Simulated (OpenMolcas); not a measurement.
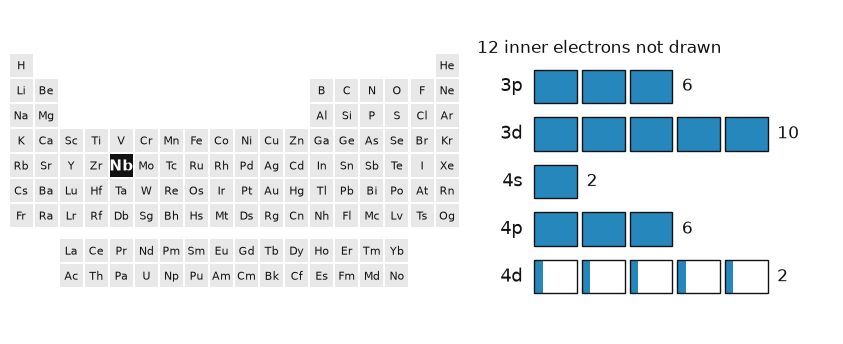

*Left, the place of niobium in the periodic table; right, the outer shells of the leading configuration of the lowest level: a box for each of the 2l + 1 orbitals, shaded by the share of the shell that is filled, with the electron count at the right.*

Multiconfigurational calculation, with input and output: Nb³⁺ complex

Nb³⁺ with 6 ligands (F; octahedron, 2.173 Å), embedded in Cs2NaYF6 by model potentials and point charges, whose field is part of the energies. Computed at this level: state-averaged CASSCF, active space 2 electrons in the shell 4d, basis ANO-RCC-VDZP on the metal and ANO-RCC-VDZP on the ligands, DKH2 scalar Hamiltonian, spin-orbit coupling by RASSI with atomic mean-field integrals (OpenMolcas).

The program's output (extracts):
```
--- SEWARD ---
Basis set label: NB.ANO-RCC...6S5P3D1F.

      Electronic valence basis set:
      ------------------
      Associated Effective Charge  41.000000 au
      Associated Actual Charge     41.000000 au
      Nuclear Model: Point charge

      Shell  nPrim  nBasis  Cartesian Spherical Contaminant
         s      21       6        X
         p      18       5        X
         d      13       3                 X
         f       6       1                 X
                  Relativistic Douglas-Kroll-Hess integrals:
                    - DKH order of Hamiltonian: 2
                    - DKH order of Properties : 0
                  Atomic mean-field integrals
--- RASSCF ---
Wave function specifications:
      -----------------------------

      Number of closed shell electrons          96
      Number of electrons in active shells       2
      Max number of holes in RAS1 space          0
      Max nr of electrons in RAS3 space          0
      Number of inactive orbitals               48
      Number of active orbitals                  5
      Number of secondary orbitals              98
      Spin quantum number                      1.0
      State symmetry                             1
Orbital specifications:
      -----------------------

      Symmetry species                           1   2
                                                ag  au
      Frozen orbitals                            0   0
      Inactive orbitals                         24  24
      Active orbitals                            5   0
      RAS1 orbitals                              0   0
      RAS2 orbitals                              5   0
      RAS3 orbitals                              0   0
      Secondary orbitals                        46  52
      Deleted orbitals                           0   0
      Number of basis functions                 75  76
      Number of CSFs                            10
      Number of root(s) required                10
      Iter CI   SX   CI       RASSCF       Energy    max ROT     max BLB   max BLB  Level Ln srch  Step   QN
          iter iter root      energy       change     param      element    value   shift minimum  type update
 Nr of preliminary CI iterations:   1
      Total energies have been shifted. Add                -4000.00 au
        1   1   10    0  -414.43143843    0.00E+00  -1.04E-01*  17  48 2 -3.17E-01*  0.74   0.00    SX    NO
        2   1   10    0  -415.23169236   -8.00E-01* -5.98E-02   24  27 1  1.22E-01*  0.65   0.00    SX    NO
        3   1    9    0  -415.31116171   -7.95E-02* -2.36E-02   24  27 1  5.39E-02*  0.71   0.00    SX    NO
        4   1    9    0  -415.32443816   -1.33E-02* -1.29E-02   24  27 1  2.99E-02*  0.72   0.00    SX    NO
        5   1    8    0  -415.32778395   -3.35E-03* -1.32E-02   24  27 1  1.61E-02*  0.73   2.09    LS   YES
        6   1    8    0  -415.32903980   -1.26E-03*  3.77E-03   23  27 2  2.67E-03*  0.73   1.06    QN   YES
        7   1    8    0  -415.32916790   -1.28E-04* -2.56E-03    9  37 2 -1.49E-03*  0.73   1.42    QN   YES
        8   1    7    0  -415.32919530   -2.74E-05*  4.67E-04   24  37 2 -4.35E-04*  0.73   1.12    QN   YES
        9   1    6    0  -415.32919700   -1.71E-06*  2.51E-04   12  35 2 -2.10E-04*  0.73   1.54    LS   YES
       10   1    6    0  -415.32919725   -2.50E-07* -1.46E-04    9  37 2  2.00E-04*  0.73   1.02    QN   YES
       11   1    6    0  -415.32919754   -2.85E-07* -9.47E-05    9  37 2  9.40E-05   0.73   1.65    LS   YES
       12   1    6    0  -415.32919760   -5.88E-08* -2.27E-05    7  32 2 -6.49E-05   0.73   1.01    QN   YES
       13   1    5    0  -415.32919762   -2.32E-08* -2.66E-05    7  32 2 -2.40E-05   0.73   1.67    QN   YES
       14   1    4    0  -415.32919763   -5.79E-09  -5.75E-06   24  33 1  4.23E-06   0.73   1.06    QN   YES
      Convergence after 14 iterations
       15   1    4    0  -415.32919763   -1.09E-10  -5.75E-06   12  38 1  2.44E-06   0.73   1.06    QN   YES
      Natural orbitals and occupation numbers for root  1
      sym 1:   0.979325  -0.000000   0.020675   0.979325   0.020675
      Natural orbitals and occupation numbers for root  2
      sym 1:   0.979343   0.979343   0.020657   0.020657  -0.000000
      Natural orbitals and occupation numbers for root  3
      sym 1:   0.979341   0.020659  -0.000000   0.979341   0.020659
::    RASSCF root number  1 Total energy:  -4415.41631563
::    RASSCF root number  2 Total energy:  -4415.41631563
::    RASSCF root number  3 Total energy:  -4415.41631563
::    RASSCF root number  4 Total energy:  -4415.32369699
::    RASSCF root number  5 Total energy:  -4415.32369699
::    RASSCF root number  6 Total energy:  -4415.32369699
::    RASSCF root number  7 Total energy:  -4415.28257314
::    RASSCF root number  8 Total energy:  -4415.28257314
::    RASSCF root number  9 Total energy:  -4415.28257314
::    RASSCF root number 10 Total energy:  -4415.22421896
--- RASSCF ---
Wave function specifications:
      -----------------------------

      Number of closed shell electrons          96
      Number of electrons in active shells       2
      Max number of holes in RAS1 space          0
      Max nr of electrons in RAS3 space          0
      Number of inactive orbitals               48
      Number of active orbitals                  5
      Number of secondary orbitals              98
      Spin quantum number                      0.0
      State symmetry                             1
Orbital specifications:
      -----------------------

      Symmetry species                           1   2
                                                ag  au
      Frozen orbitals                            0   0
      Inactive orbitals                         24  24
      Active orbitals                            5   0
      RAS1 orbitals                              0   0
      RAS2 orbitals                              5   0
      RAS3 orbitals                              0   0
      Secondary orbitals                        46  52
      Deleted orbitals                           0   0
      Number of basis functions                 75  76
      Number of CSFs                            15
      Number of root(s) required                15
      Iter CI   SX   CI       RASSCF       Energy    max ROT     max BLB   max BLB  Level Ln srch  Step   QN
          iter iter root      energy       change     param      element    value   shift minimum  type update
 Nr of preliminary CI iterations:   1
      Total energies have been shifted. Add                -4000.00 au
        1   1    8    0  -415.28071752    0.00E+00  -6.02E-03   28  34 1 -3.57E-03*  0.72   0.00    SX    NO
        2   1    8    0  -415.28101146   -2.94E-04*  2.44E-03   17  29 1  2.07E-03*  0.71   0.00    SX    NO
        3   1    8    0  -415.28108185   -7.04E-05*  1.30E-03   17  29 1  1.22E-03*  0.71   0.00    SX    NO
        4   1    7    0  -415.28110187   -2.00E-05*  6.93E-04   17  29 1  7.14E-04*  0.71   0.00    SX    NO
        5   1    7    0  -415.28110792   -6.04E-06*  8.61E-04   17  29 1  4.10E-04*  0.71   2.25    LS   YES
        6   1    6    0  -415.28111062   -2.70E-06*  5.66E-05   10  37 2  9.73E-05   0.71   1.01    QN   YES
        7   1    5    0  -415.28111070   -8.00E-08*  5.42E-05   10  37 2  3.99E-05   0.71   1.30    QN   YES
        8   1    5    0  -415.28111072   -2.14E-08* -3.30E-06   16  30 1 -9.76E-06   0.71   1.03    QN   YES
        9   1    4    0  -415.28111072   -3.68E-10   3.95E-06   16  30 1 -5.43E-06   0.71   2.50    QN   YES
      Convergence after  9 iterations
       10   1    4    0  -415.28111072   -1.92E-10   3.95E-06   22  40 2 -7.55E-07   0.71   2.50    QN   YES
      Natural orbitals and occupation numbers for root  1
      sym 1:   1.167354   0.036812   0.003133   0.789568   0.003133
      Natural orbitals and occupation numbers for root  2
      sym 1:   1.292344   0.003133   0.003133   0.539588   0.161802
      Natural orbitals and occupation numbers for root  3
      sym 1:   0.991872   0.011840   0.000000   0.983504   0.012783
::    RASSCF root number  1 Total energy:  -4415.37001747
::    RASSCF root number  2 Total energy:  -4415.37001747
::    RASSCF root number  3 Total energy:  -4415.36995705
::    RASSCF root number  4 Total energy:  -4415.36995705
::    RASSCF root number  5 Total energy:  -4415.36995705
::    RASSCF root number  6 Total energy:  -4415.31361052
::    RASSCF root number  7 Total energy:  -4415.27204466
::    RASSCF root number  8 Total energy:  -4415.27204466
::    RASSCF root number  9 Total energy:  -4415.27204466
::    RASSCF root number 10 Total energy:  -4415.26103917
::    RASSCF root number 11 Total energy:  -4415.26103917
::    RASSCF root number 12 Total energy:  -4415.26103917
::    RASSCF root number 13 Total energy:  -4415.17175648
::    RASSCF root number 14 Total energy:  -4415.17175648
::    RASSCF root number 15 Total energy:  -4415.11037980
--- RASSI ---
SPIN-FREE ENERGIES:
  (Shifted by EMIN (a.u.) =      -4415.4163156339)

 SF State       Relative EMIN(au)   Rel lowest level(eV)    D:o, cm**(-1)

     1             0.0000000000        0.0000000000              0.0000
     2             0.0000000000        0.0000000000              0.0000
     3             0.0000000000        0.0000000000              0.0000
    11             0.0462981680        1.2598373322          10161.2734
    12             0.0462981680        1.2598373322          10161.2734
    13             0.0463585803        1.2614812353          10174.5323
    14             0.0463585803        1.2614812353          10174.5323
    15             0.0463585803        1.2614812353          10174.5323
     4             0.0926186424        2.5202816507          20327.4424
     5             0.0926186424        2.5202816507          20327.4424
     6             0.0926186424        2.5202816507          20327.4424
    16             0.1027051178        2.7947486311          22541.1679
     7             0.1337424945        3.6393186755          29353.0847
     8             0.1337424945        3.6393186755          29353.0847
     9             0.1337424950        3.6393186882          29353.0848
    17             0.1442709779        3.9258133048          31663.8197
    18             0.1442709779        3.9258133048          31663.8197
    19             0.1442709779        3.9258133048          31663.8197
    20             0.1552764605        4.2252877402          34079.2439
    21             0.1552764605        4.2252877402          34079.2439
    22             0.1552764611        4.2252877590          34079.2441
    10             0.1920966703        5.2272166922          42160.3459
    23             0.2445591523        6.6547935527          53674.5298
    24             0.2445591523        6.6547935527          53674.5298
    25             0.3059358360        8.3249382012          67145.1548
     Dipole printing threshold changed to   1.00000000E+00
Eigenvalues of complex Hamiltonian:
   -----------------------------------
  (Shifted by EMIN (a.u.) =      -4415.4163156339)

 SO State       Relative EMIN(au)   Rel lowest level(eV)    D:o, cm**(-1)

     1            -0.0020787485        0.0000000000              0.0000
     2            -0.0020787485        0.0000000001              0.0000
     3            -0.0019493503        0.0035211023             28.3996
     4            -0.0019493503        0.0035211023             28.3996
     5            -0.0019493503        0.0035211024             28.3996
     6             0.0016120641        0.1004321254            810.0397
     7             0.0016120641        0.1004321254            810.0397
     8             0.0016120641        0.1004321253            810.0397
     9             0.0032976990        0.1463005879           1179.9938
    10             0.0461124463        1.3113492140          10576.7447
    11             0.0461124463        1.3113492140          10576.7447
    12             0.0461124463        1.3113492140          10576.7447
    13             0.0462636441        1.3154635164          10609.9288
    14             0.0462636441        1.3154635164          10609.9288
    15             0.0912595054        2.5398632780          20485.3789
    16             0.0920873699        2.5623906170          20667.0741
    17             0.0920873699        2.5623906169          20667.0741
    18             0.0920873698        2.5623906167          20667.0741
    19             0.0933085768        2.5956213505          20935.0980
    20             0.0933085768        2.5956213506          20935.0980
    21             0.0933085768        2.5956213507          20935.0980
    22             0.0933872733        2.5977627915          20952.3699
    23             0.0933872733        2.5977627917          20952.3699
    24             0.1024647718        2.8447741089          22944.6506
    25             0.1318561849        3.6445552028          29395.3201
    26             0.1327040801        3.6676276062          29581.4116
    27             0.1327040803        3.6676276124          29581.4117
    28             0.1327040803        3.6676276125          29581.4117
    29             0.1345093899        3.7167525905          29977.6313
    30             0.1345093902        3.7167525967          29977.6314
    31             0.1345093902        3.7167525968          29977.6314
    32             0.1349169145        3.7278418997          30067.0726
    33             0.1349169148        3.7278419082          30067.0727
    34             0.1445500951        3.9899740964          32181.3114
    35             0.1445500951        3.9899740966          32181.3114
    36             0.1445500951        3.9899740966          32181.3114
    37             0.1553720133        4.2844534944          34556.4479
    38             0.1553720133        4.2844534944          34556.4479
    39             0.1553720140        4.2844535132          34556.4481
    40             0.1924182777        5.2925337030          42687.1631
    41             0.1924182777        5.2925337030          42687.1631
Weights of the five most important spin-orbit-free states for each spin-orbit state.

 SO State  Total energy (au)           Spin-free states, spin, and weights
 -------------------------------------------------------------------------------------------------------
    1        -0.002079       3 1.0  0.6038    2 1.0  0.3597    1 1.0  0.0315   11 0.0  0.0027    4 1.0  0.0014
    2        -0.002079       1 1.0  0.6318    2 1.0  0.3036    3 1.0  0.0595   12 0.0  0.0027    6 1.0  0.0014
    3        -0.001949       1 1.0  0.4984    3 1.0  0.4953    2 1.0  0.0032   14 0.0  0.0017    4 1.0  0.0004
    4        -0.001949       2 1.0  0.4984    3 1.0  0.4952    1 1.0  0.0032   13 0.0  0.0017    5 1.0  0.0004
    5        -0.001949       1 1.0  0.4953    2 1.0  0.4952    3 1.0  0.0064   15 0.0  0.0017    4 1.0  0.0004
    6         0.001612       3 1.0  0.4919    2 1.0  0.4881    1 1.0  0.0190    6 1.0  0.0004    5 1.0  0.0004
    7         0.001612       3 1.0  0.4988    1 1.0  0.4886    2 1.0  0.0116    6 1.0  0.0004    4 1.0  0.0004
    8         0.001612       2 1.0  0.4993    1 1.0  0.4913    3 1.0  0.0083    5 1.0  0.0004    4 1.0  0.0004
    9         0.003298       3 1.0  0.3329    2 1.0  0.3329    1 1.0  0.3329   16 0.0  0.0011    8 1.0  0.0001
   10         0.046112      15 0.0  0.9918    4 1.0  0.0027    5 1.0  0.0027    2 1.0  0.0010    1 1.0  0.0010
   11         0.046112      14 0.0  0.9918    4 1.0  0.0027    6 1.0  0.0027    3 1.0  0.0010    1 1.0  0.0010
   12         0.046112      13 0.0  0.9918    5 1.0  0.0027    6 1.0  0.0027    2 1.0  0.0010    3 1.0  0.0010
```

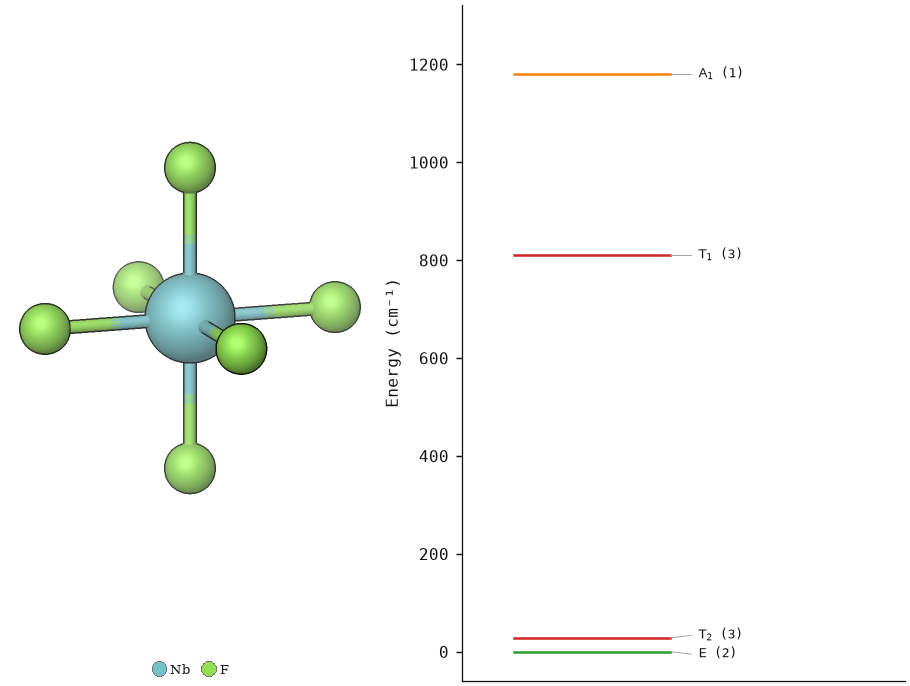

*Nb³⁺ (4d²) as a dopant in Cs₂NaYF₆, a cluster with its 6 nearest F⁻ at 2.173 Å (octahedron) embedded in model potentials and point charges; the geometry was set, not optimised, and its levels. Labels give the representation in O, Td, D4 or D3 as the site allows (double group for half-integer spin) where it could be assigned and, in brackets, the degeneracy; spin-free states, where drawn, share the zero of the spin-orbit levels.*

The ground level is E, doubly degenerate, 100 % from states of spin multiplicity 3. Its principal g values are all close to zero. The next level lies at 28 cm⁻¹ (T₂). The active orbitals hold 85 to 94 % metal character (Löwdin), and the Mulliken charge of the metal is +2.33.

Input:
```
&GATEWAY
Basis set
Nb.ANO-RCC-VDZP.
Nb1 0.0 0.0 0.0 Angstrom
End of basis
Basis set
F.ANO-RCC-VDZP.
L1 2.173000 0.000000 0.000000 Angstrom
L2 0.000000 2.173000 0.000000 Angstrom
L3 0.000000 0.000000 2.173000 Angstrom
End of basis
Basis set
Na.EMB-AIMP.Ruiperez.7s4p.1s1p.ECP.Cs2NaYF6.
PseudoCharge
* 3 symmetry-unique lattice sites within 7.6 angstrom
End of basis
Basis set
Cs.EMB-AIMP.Ruiperez.0s.0s.ECP.Cs2NaYF6.
PseudoCharge
* 16 symmetry-unique lattice sites within 7.6 angstrom
End of basis
Basis set
F.EMB-AIMP.Ruiperez.0s.0s.ECP.Cs2NaYF6.
PseudoCharge
* 27 symmetry-unique lattice sites within 7.6 angstrom
End of basis
Basis set
Y.EMB-AIMP.Ruiperez.0s.0s.ECP.Cs2NaYF6.
PseudoCharge
* 6 symmetry-unique lattice sites within 7.6 angstrom
End of basis
Symmetry
XYZ
AngMom=0.0 0.0 0.0
AMFI
RICD
XField
1537 Angstrom 0
* Evjen-weighted lattice charges
&SEWARD
&RASSCF
FileOrb=start.orb
Symmetry=1
Spin=3
nActEl=2 0 0
Inactive=24 24
Ras2=5 0
CIRoot=10 10 1
SDav=10
CIMx=300
Iter=150 100
PrWF=0.3
OrbListing=Nothing
MaxOrb=0
LevShft=1.0
>>> COPY $Project.JobIph JOB001
&RASSCF
FileOrb=start.orb
Symmetry=1
Spin=1
nActEl=2 0 0
Inactive=24 24
Ras2=5 0
CIRoot=15 15 1
SDav=15
CIMx=300
Iter=150 100
PrWF=0.3
OrbListing=Nothing
MaxOrb=0
LevShft=1.0
>>> COPY $Project.JobIph JOB002
&RASSI
NrOfJobIphs=2 10 15
1 2 3 4 5 6 7 8 9 10
1 2 3 4 5 6 7 8 9 10 11 12 13 14 15
IphNames
JOB001
JOB002
EJob
SpinOrbit
DIPRint=1.0
SOCoupling=1000.0
Subsets=2
Property=9
'ANGMOM' 1 'ANGMOM' 2 'ANGMOM' 3 'MLTPL  1' 1 'MLTPL  1' 2 'MLTPL  1' 3
'AMFI' 1 'AMFI' 2 'AMFI' 3
SOProperty=3
'ANGMOM' 1 'ANGMOM' 2 'ANGMOM' 3
```

The file start.orb holds starting orbitals from an earlier step. A driver script formed the levels outside the program, from RASSI's spin-orbit matrix and the active-space energies, averaged over the components of each term or state.

Launched with:
```bash
OMP_NUM_THREADS=1 MOLCAS_MEM=2457 MOLCAS_PROJECT=a pymolcas a.inp > a.log  # once for each step of the input, in one work folder
```

Summary:

| quantity | value |
| --- | --- |
| outcome | converged |
| energy of the lowest spin-free term | −4415.41632 hartree |
| energy of the lowest spin-orbit level | −4415.41839 hartree |
| largest spread among components of a term | 0.0 cm⁻¹ |
| hardware | 1 thread of Arm Neoverse V2, 24 GiB of memory available, shared host |
| wall time | 17 s |
| peak memory | 0.38 GiB |

Notes:

Without dynamic correlation the splittings between terms come out too large, often by 20 to 50 %. Limits: the geometry is set by hand, with no relaxation.
